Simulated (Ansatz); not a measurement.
Run report: C3H10Si, molecular dynamics (part 2 of 2)

C3H10Si; RKS PBE/STO-3G (Ansatz 0.2.0). It belongs to a series of runs on one base structure; here: dynamics from the last frame of an earlier run.

Output, continued:
```
md step   128: t =    32.00 fs  T =  1028.0 K  F+E_penalty+E_count = -11013.32371103 eV  E_kin = 1.594478 eV  conserved = -11011.72923308 eV  (24 SCF iters)
md step   129: t =    32.25 fs  T =  1027.3 K  F+E_penalty+E_count = -11013.32268654 eV  E_kin = 1.593498 eV  conserved = -11011.72918887 eV  (23 SCF iters)
md step   130: t =    32.50 fs  T =  1022.8 K  F+E_penalty+E_count = -11013.31558832 eV  E_kin = 1.586454 eV  conserved = -11011.72913450 eV  (23 SCF iters)
md step   131: t =    32.75 fs  T =  1014.8 K  F+E_penalty+E_count = -11013.30318463 eV  E_kin = 1.574107 eV  conserved = -11011.72907723 eV  (23 SCF iters)
md step   132: t =    33.00 fs  T =  1004.0 K  F+E_penalty+E_count = -11013.28632790 eV  E_kin = 1.557308 eV  conserved = -11011.72901989 eV  (21 SCF iters)
md step   133: t =    33.25 fs  T =   990.9 K  F+E_penalty+E_count = -11013.26590529 eV  E_kin = 1.536943 eV  conserved = -11011.72896253 eV  (24 SCF iters)
md step   134: t =    33.50 fs  T =   976.0 K  F+E_penalty+E_count = -11013.24283447 eV  E_kin = 1.513932 eV  conserved = -11011.72890279 eV  (24 SCF iters)
md step   135: t =    33.75 fs  T =   960.1 K  F+E_penalty+E_count = -11013.21808952 eV  E_kin = 1.489252 eV  conserved = -11011.72883755 eV  (23 SCF iters)
md step   136: t =    34.00 fs  T =   943.8 K  F+E_penalty+E_count = -11013.19273498 eV  E_kin = 1.463970 eV  conserved = -11011.72876538 eV  (23 SCF iters)
md step   137: t =    34.25 fs  T =   927.9 K  F+E_penalty+E_count = -11013.16794401 eV  E_kin = 1.439257 eV  conserved = -11011.72868665 eV  (24 SCF iters)
md step   138: t =    34.50 fs  T =   913.1 K  F+E_penalty+E_count = -11013.14498674 eV  E_kin = 1.416383 eV  conserved = -11011.72860405 eV  (24 SCF iters)
md step   139: t =    34.75 fs  T =   900.4 K  F+E_penalty+E_count = -11013.12517859 eV  E_kin = 1.396656 eV  conserved = -11011.72852264 eV  (24 SCF iters)
md step   140: t =    35.00 fs  T =   890.5 K  F+E_penalty+E_count = -11013.10979039 eV  E_kin = 1.381339 eV  conserved = -11011.72845161 eV  (25 SCF iters)
md step   141: t =    35.25 fs  T =   884.2 K  F+E_penalty+E_count = -11013.09992090 eV  E_kin = 1.371521 eV  conserved = -11011.72839953 eV  (24 SCF iters)
md step   142: t =    35.50 fs  T =   881.9 K  F+E_penalty+E_count = -11013.09636006 eV  E_kin = 1.367985 eV  conserved = -11011.72837522 eV  (24 SCF iters)
md step   143: t =    35.75 fs  T =   883.9 K  F+E_penalty+E_count = -11013.09945489 eV  E_kin = 1.371069 eV  conserved = -11011.72838605 eV  (24 SCF iters)
md step   144: t =    36.00 fs  T =   890.0 K  F+E_penalty+E_count = -11013.10900134 eV  E_kin = 1.380565 eV  conserved = -11011.72843609 eV  (24 SCF iters)
md step   145: t =    36.25 fs  T =   899.8 K  F+E_penalty+E_count = -11013.12418273 eV  E_kin = 1.395655 eV  conserved = -11011.72852743 eV  (25 SCF iters)
md step   146: t =    36.50 fs  T =   912.2 K  F+E_penalty+E_count = -11013.14355854 eV  E_kin = 1.414902 eV  conserved = -11011.72865616 eV  (25 SCF iters)
md step   147: t =    36.75 fs  T =   926.0 K  F+E_penalty+E_count = -11013.16512290 eV  E_kin = 1.436307 eV  conserved = -11011.72881621 eV  (24 SCF iters)
md step   148: t =    37.00 fs  T =   939.6 K  F+E_penalty+E_count = -11013.18641934 eV  E_kin = 1.457423 eV  conserved = -11011.72899606 eV  (24 SCF iters)
md step   149: t =    37.25 fs  T =   951.3 K  F+E_penalty+E_count = -11013.20472416 eV  E_kin = 1.475542 eV  conserved = -11011.72918172 eV  (24 SCF iters)
md step   150: t =    37.50 fs  T =   959.3 K  F+E_penalty+E_count = -11013.21728448 eV  E_kin = 1.487931 eV  conserved = -11011.72935374 eV  (21 SCF iters)
md step   151: t =    37.75 fs  T =   962.0 K  F+E_penalty+E_count = -11013.22161961 eV  E_kin = 1.492130 eV  conserved = -11011.72948980 eV  (24 SCF iters)
md step   152: t =    38.00 fs  T =   958.2 K  F+E_penalty+E_count = -11013.21586917 eV  E_kin = 1.486304 eV  conserved = -11011.72956542 eV  (25 SCF iters)
md step   153: t =    38.25 fs  T =   947.5 K  F+E_penalty+E_count = -11013.19916689 eV  E_kin = 1.469610 eV  conserved = -11011.72955728 eV  (24 SCF iters)
md step   154: t =    38.50 fs  T =   930.0 K  F+E_penalty+E_count = -11013.17198639 eV  E_kin = 1.442539 eV  conserved = -11011.72944734 eV  (24 SCF iters)
md step   155: t =    38.75 fs  T =   907.2 K  F+E_penalty+E_count = -11013.13637990 eV  E_kin = 1.407147 eV  conserved = -11011.72923308 eV  (24 SCF iters)
md step   156: t =    39.00 fs  T =   881.3 K  F+E_penalty+E_count = -11013.09599141 eV  E_kin = 1.367060 eV  conserved = -11011.72893172 eV  (24 SCF iters)
md step   157: t =    39.25 fs  T =   855.6 K  F+E_penalty+E_count = -11013.05575404 eV  E_kin = 1.327169 eV  conserved = -11011.72858464 eV  (24 SCF iters)
md step   158: t =    39.50 fs  T =   833.6 K  F+E_penalty+E_count = -11013.02122679 eV  E_kin = 1.292974 eV  conserved = -11011.72825262 eV  (24 SCF iters)
md step   159: t =    39.75 fs  T =   818.5 K  F+E_penalty+E_count = -11012.99764868 eV  E_kin = 1.269645 eV  conserved = -11011.72800339 eV  (24 SCF iters)
md step   160: t =    40.00 fs  T =   813.0 K  F+E_penalty+E_count = -11012.98891040 eV  E_kin = 1.261019 eV  conserved = -11011.72789097 eV  (25 SCF iters)
md step   161: t =    40.25 fs  T =   818.0 K  F+E_penalty+E_count = -11012.99672933 eV  E_kin = 1.268789 eV  conserved = -11011.72794000 eV  (24 SCF iters)
md step   162: t =    40.50 fs  T =   833.0 K  F+E_penalty+E_count = -11013.02027168 eV  E_kin = 1.292132 eV  conserved = -11011.72813946 eV  (25 SCF iters)
md step   163: t =    40.75 fs  T =   856.1 K  F+E_penalty+E_count = -11013.05632217 eV  E_kin = 1.327876 eV  conserved = -11011.72844624 eV  (25 SCF iters)
md step   164: t =    41.00 fs  T =   884.0 K  F+E_penalty+E_count = -11013.09992598 eV  E_kin = 1.371121 eV  conserved = -11011.72880455 eV  (25 SCF iters)
md step   165: t =    41.25 fs  T =   913.0 K  F+E_penalty+E_count = -11013.14526520 eV  E_kin = 1.416107 eV  conserved = -11011.72915775 eV  (25 SCF iters)
these checks for a lower state are left out or cut short: starts, cluster_reference, orbital_swaps, neighbouring_geometries, increment
484 factors; integrals over basis functions are off by at most 2.2e-5 eV
mean field -11013.18653642 eV, -404.7271402074 hartree, gradient 9.9e-6 eV, S^2 0.000000; 0 other end points of the search recorded, 0 dependent functions left out
the calculation of the forces begins
reference -11013.18656310 eV, -404.7271411879 hartree; 21, 21 occupied and 13, 13 virtual orbitals, 484 factors
484 factors; integrals over basis functions are off by at most 2.2e-5 eV
mean field evaluation 1280: about -11013.1863 eV, gradient 2.2e-1 eV
mean field -11013.18653642 eV, -404.7271402074 hartree, gradient 9.9e-6 eV, S^2 0.000000; 1 other end points of the search recorded, 0 dependent functions left out
the calculation of the forces begins
reference -11013.18656310 eV, -404.7271411879 hartree; 21, 21 occupied and 13, 13 virtual orbitals, 484 factors
md step   166: t =    41.50 fs  T =   939.4 K  F+E_penalty+E_count = -11013.18653642 eV  E_kin = 1.457074 eV  conserved = -11011.72946283 eV  (21 SCF iters)
```

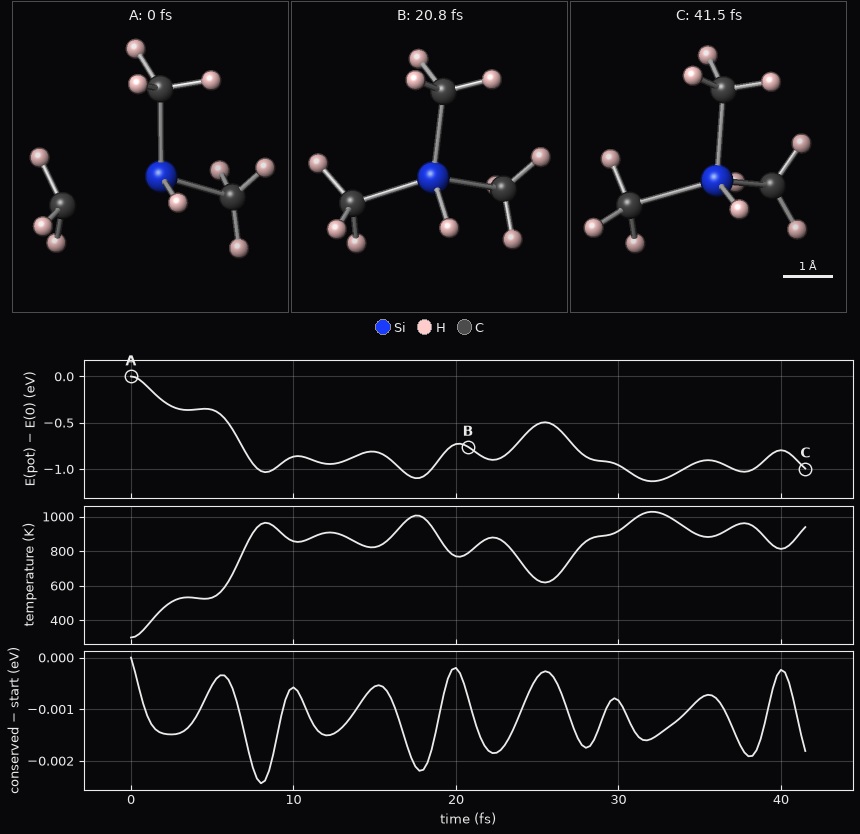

Frames of the molecular dynamics (ball-and-stick, seen at a tilt) above the curves, on which the letters mark them. The trajectory kept here has 167 frames over 41.5 fs. The temperature starts at 300 K, ranges from 300 to 1028 K and averages 866 K over the second half. The potential energy ends 0.994 eV below its first value. The conserved quantity stays within 0.0024 eV. After an unweighted best fit of the last frame on the first, the root-mean-square displacement is 0.44 Å, and H4 has moved furthest (0.89 Å).

```
Total energy: -11013.18656310 eV, -404.7271411879 hartree
Atom 0 at     0.065939     0.050411     0.168687 Å, force    -1.396702    -0.025265     0.339077 eV/Å
Atom 1 at     0.058980     0.487173     1.619426 Å, force     0.197435    -0.915633    -0.957960 eV/Å
Atom 2 at     1.686412     0.008955    -0.728957 Å, force    -1.593282    -2.455337    -1.178604 eV/Å
Atom 3 at     1.433165    -0.740678    -1.518050 Å, force     0.299603     0.333815     0.008063 eV/Å
Atom 4 at     1.886866     0.887834    -1.279842 Å, force     0.639331     1.838767    -0.490100 eV/Å
Atom 5 at     2.552645    -0.414966    -0.294981 Å, force     1.575476    -0.222910     1.258942 eV/Å
Atom 6 at    -0.725764     1.571007    -0.655927 Å, force    -3.100672    -1.094106     0.782553 eV/Å
Atom 7 at    -0.209190     2.430919    -0.280830 Å, force     1.318459     1.173118    -0.496185 eV/Å
Atom 8 at    -0.880927     1.510630    -1.761188 Å, force     0.626875     0.351508     0.608206 eV/Å
Atom 9 at    -1.755451     1.791886    -0.214263 Å, force     0.804269    -0.766076    -0.618289 eV/Å
Atom 10 at    -0.816128    -1.663619    -0.359867 Å, force     0.917578     0.503860     0.571647 eV/Å
Atom 11 at    -1.551378    -2.099038     0.377039 Å, force     0.217958     0.762554    -0.748385 eV/Å
Atom 12 at    -1.271825    -1.452208    -1.369959 Å, force     0.010057    -0.455428     0.920046 eV/Å
Atom 13 at    -0.043147    -2.483759    -0.494366 Å, force    -0.516386     0.971132     0.000990 eV/Å
Dipole moment:    -0.001389    -0.078119     0.018933 e Å
```

Trajectory as extended XYZ (Å, eV, eV/Å), 7 of the 167 frames kept, from step=0 to step=166:
```
14
Properties=species:S:1:pos:R:3:forces:R:3 step=0 time_fs=0.0 energy=-11012.19299 temperature=300.0
Si    0.1597    0.0192   -0.0770   -3.7141  -1.0761   3.7522
H     0.0469    0.4892    1.4233    0.8391  -1.2725  -1.7151
C     1.9990    0.0696   -0.5909   -3.8930  -4.0259  -2.9109
H     1.9651   -0.1315   -1.6929    0.5679  -0.1820   0.6182
H     2.0967    1.0683   -0.5231    2.1201   4.6157   0.9620
H     2.6230   -0.6510   -0.0932    0.8248   0.0283   0.7036
C    -0.9201    1.5605   -0.5668   -1.0305  -1.1351  -0.8454
H    -0.2485    2.3818   -0.3873    0.7163   1.2595  -0.7476
H    -1.4083    1.5545   -1.5893    1.0004   0.3254   0.7267
H    -1.7612    1.8088    0.1359    0.5285  -1.0498  -0.1206
C    -1.0871   -1.6979   -0.1664    2.9371   1.7272  -1.8476
H    -1.6266   -1.8151    0.7758   -0.4155   0.1906   0.2182
H    -1.7438   -1.4415   -1.0506    0.1342  -0.6546   1.0220
H    -0.5171   -2.6649   -0.3832   -0.6155   1.2494   0.1843
14
Properties=species:S:1:pos:R:3:forces:R:3 step=28 time_fs=7.0 energy=-11012.99639 temperature=817.0
Si    0.1321    0.0064   -0.0500   -2.3390  -0.8249  -1.5237
H     0.1488    0.3501    1.2779    0.2473   0.0792   2.6629
C     1.9566    0.0857   -0.6261   -0.5713   0.4809   1.4723
H     1.8766   -0.2825   -1.6530    1.2829   0.0058  -0.4289
H     2.3129    1.1646   -0.5319   -0.5585  -1.1975  -0.6525
H     2.6353   -0.4982    0.0702   -0.7245   0.0919  -1.1674
C    -0.8918    1.5766   -0.5826    3.0868   0.4622   0.3162
H    -0.1916    2.4808   -0.4656   -0.8369  -1.2060   0.1011
H    -1.2448    1.6756   -1.6027   -0.7576  -0.4040  -0.5467
H    -1.6522    1.6818    0.1840   -0.9129   0.1789   0.0046
C    -1.0548   -1.6943   -0.1836    1.6351   2.6730   0.2261
H    -1.6320   -1.8713    0.7246   -0.0209   0.3516   0.7118
H    -1.7892   -1.5807   -0.9732   -0.3006   0.1475  -0.7903
H    -0.4868   -2.5921   -0.3548    0.7701  -0.8388  -0.3854
14
Properties=species:S:1:pos:R:3:forces:R:3 step=55 time_fs=13.8 energy=-11013.05791 temperature=856.9
Si    0.0717   -0.0133   -0.0211    1.0260   0.9237   1.5415
H     0.3365    0.0924    1.5355   -0.6896  -0.0173  -2.2572
C     1.8686    0.0972   -0.6545    3.8829   0.6569  -0.2792
H     2.2118   -0.3811   -1.5977   -1.1624  -0.0087  -0.3651
H     2.4995    1.1270   -0.7314   -2.6265  -1.9191   0.4947
H     2.5536   -0.4696    0.0348   -0.7421   0.2260   0.2354
C    -0.8152    1.5783   -0.5949   -0.4085  -0.5637   0.6126
H    -0.1854    2.4895   -0.4958   -0.2826  -0.3907   0.4511
H    -1.2356    1.6215   -1.6067    0.1799  -0.5335  -0.4043
H    -1.6947    1.5873    0.0761    0.0369   0.8853   0.0336
C    -0.9716   -1.6247   -0.2051   -0.7245   0.0113   0.7611
H    -1.5493   -1.7698    0.7674    0.9373   0.0453  -0.9148
H    -1.7658   -1.6805   -0.9751    0.2872   0.6863  -0.2418
H    -0.3630   -2.5241   -0.3929    0.2859  -0.0018   0.3324
14
Properties=species:S:1:pos:R:3:forces:R:3 step=83 time_fs=20.8 energy=-11012.95256 temperature=789.2
Si    0.0235   -0.0196    0.0160    2.8626   1.6098  -2.8049
H     0.3332   -0.1557    1.3498    0.2384   0.6048   2.4677
C     1.8466    0.0702   -0.6960   -2.6688  -2.9703  -0.6317
H     2.1704   -0.4639   -1.6210   -0.7670   0.2747   0.3057
H     2.0747    1.0825   -0.7896    1.1024   2.4760   0.0840
H     2.3188   -0.4306    0.1175    1.6743  -0.0783   0.9886
C    -0.7611    1.5546   -0.5910   -4.0082  -1.3703   0.0821
H    -0.1910    2.4261   -0.3976    1.5068   1.3812  -0.5536
H    -1.1051    1.3681   -1.6598    0.9612   0.8401   0.9308
H    -1.7317    1.8035   -0.0541    0.7611  -0.6070  -0.3599
C    -0.8871   -1.5494   -0.2286   -0.2883  -2.2627  -0.9267
H    -1.3249   -1.6943    0.7682   -0.9387  -0.4585  -0.2793
H    -1.6337   -1.5525   -1.0719    0.4995  -0.2947   0.9406
H    -0.1506   -2.4099   -0.3343   -0.9354   0.8551  -0.2434
14
Properties=species:S:1:pos:R:3:forces:R:3 step=111 time_fs=27.8 energy=-11013.02630 temperature=836.1
Si    0.0236   -0.0029    0.0362    2.5223   0.7221   3.4199
H     0.2808   -0.0984    1.5620   -0.3939   0.6782  -1.7037
C     1.7771    0.0119   -0.7140   -1.0332   0.2608   2.2914
H     1.8532   -0.5264   -1.6796    0.6411   0.1858   0.5332
H     1.8557    1.0928   -0.7813    0.9236   0.6227  -1.0699
H     2.4549   -0.2356    0.1695   -0.2959  -0.5251  -1.8383
C    -0.7764    1.5298   -0.5692    1.9443   1.4665  -1.4378
H    -0.0107    2.3596   -0.5304   -0.7723  -0.4243   0.7665
H    -0.7370    1.3721   -1.6674   -1.2468   0.0720   0.0073
H    -1.7264    1.8960   -0.1834   -0.4816  -0.1245  -0.0844
C    -0.8233   -1.5308   -0.2552   -0.9197  -1.3432  -0.8862
H    -1.3986   -1.7877    0.6086   -0.6862  -0.5564   1.0402
H    -1.5150   -1.5135   -1.0875   -0.2304  -0.2467  -0.7864
H    -0.0504   -2.2802   -0.3956    0.0287  -0.7882  -0.2519
14
Properties=species:S:1:pos:R:3:forces:R:3 step=138 time_fs=34.5 energy=-11013.14499 temperature=913.1
Si    0.0577    0.0246    0.0904   -2.1884  -0.3740   0.8740
H     0.1226    0.2401    1.4861    0.2433  -0.0822   1.2312
C     1.6722   -0.0103   -0.6794    5.2642   3.5080  -2.7592
H     1.7276   -0.5794   -1.6092   -0.5820  -0.6004  -0.4459
H     1.9560    1.0996   -1.1220   -1.0396  -2.7450   1.3874
H     2.6802   -0.2736   -0.2192   -1.6258  -0.0087   0.5678
C    -0.7632    1.5420   -0.5906    2.0890   0.8357  -0.9347
H     0.0503    2.3236   -0.4214   -1.5597  -0.2721   0.0052
H    -0.7953    1.4351   -1.6720    0.0364  -0.0654  -0.8233
H    -1.7605    1.8685   -0.3362   -0.5443   0.2165   1.0213
C    -0.8100   -1.5800   -0.2961   -1.4038  -1.0197   0.2299
H    -1.5375   -1.9948    0.4735    1.0630   0.6257  -0.5493
H    -1.3906   -1.5606   -1.2298   -0.1761   0.5175  -0.1803
H    -0.0617   -2.3421   -0.5168    0.4236  -0.5360   0.3759
14
Properties=species:S:1:pos:R:3:forces:R:3 step=166 time_fs=41.5 energy=-11013.18654 temperature=939.4
Si    0.0659    0.0504    0.1687   -1.3967  -0.0253   0.3391
H     0.0590    0.4872    1.6194    0.1974  -0.9156  -0.9580
C     1.6864    0.0090   -0.7290   -1.5933  -2.4553  -1.1786
H     1.4332   -0.7407   -1.5180    0.2996   0.3338   0.0081
H     1.8869    0.8878   -1.2798    0.6393   1.8388  -0.4901
H     2.5526   -0.4150   -0.2950    1.5755  -0.2229   1.2589
C    -0.7258    1.5710   -0.6559   -3.1007  -1.0941   0.7826
H    -0.2092    2.4309   -0.2808    1.3185   1.1731  -0.4962
H    -0.8809    1.5106   -1.7612    0.6269   0.3515   0.6082
H    -1.7555    1.7919   -0.2143    0.8043  -0.7661  -0.6183
C    -0.8161   -1.6636   -0.3599    0.9176   0.5039   0.5716
H    -1.5514   -2.0990    0.3770    0.2180   0.7626  -0.7484
H    -1.2718   -1.4522   -1.3700    0.0101  -0.4554   0.9200
H    -0.0431   -2.4838   -0.4944   -0.5164   0.9711   0.0010
```

This output came from the following input.

Input file:
```yaml
crystal:
  periodic: [false, false, false]
  atoms:
    - { symbol: Si, position_ang: [0.159718, 0.019205, -0.076991] }
    - { symbol: H, position_ang: [0.04692, 0.48921, 1.423292] }
    - { symbol: C, position_ang: [1.999029, 0.0696, -0.590942] }
    - { symbol: H, position_ang: [1.965055, -0.131466, -1.692919] }
    - { symbol: H, position_ang: [2.096698, 1.068286, -0.523101] }
    - { symbol: H, position_ang: [2.62295, -0.650956, -0.093176] }
    - { symbol: C, position_ang: [-0.920069, 1.560501, -0.566763] }
    - { symbol: H, position_ang: [-0.248492, 2.381769, -0.387251] }
    - { symbol: H, position_ang: [-1.408326, 1.554496, -1.589283] }
    - { symbol: H, position_ang: [-1.761177, 1.808759, 0.135938] }
    - { symbol: C, position_ang: [-1.087117, -1.697923, -0.166374] }
    - { symbol: H, position_ang: [-1.626619, -1.815141, 0.775829] }
    - { symbol: H, position_ang: [-1.743785, -1.441504, -1.050617] }
    - { symbol: H, position_ang: [-0.517109, -2.664863, -0.383204] }
basis:
  gaussian: { orbitals: STO-3G }
hamiltonian:
  xc: pbe
md:
  timestep: 0.25
  n_steps: 166
  ensemble: nve
  temperature: 300.0
  initial_velocities: maxwell_boltzmann
  seed: 898046
```

Command:
```bash
ansatz run input.yaml --threads 1 --pin off --max-ram 2048MiB --backend cpu --events-out ev --progress --plain --runs-dir out
```

Results in brief:

| quantity | value |
| --- | --- |
| outcome | finished |
| mean temperature over the second half | 866 K |
| trajectory | 166 steps, 41.5 fs |
| ensemble | nve |
| temperature in the input | 300.0 K |
| time step | 0.25 fs |
| potential energy (last step) | −11013.1866 eV |
| mean-field energy (last step) | −11013.1866 eV |
| largest force (length of the vector) (last step) | 3.380 eV/Å |
| hardware | 1 thread of Intel Xeon (Granite Rapids), 32 GiB of memory available, shared host |
| wall time | 3.2 min |
| peak memory | 0.11 GiB |

So short a trajectory is not equilibrated.
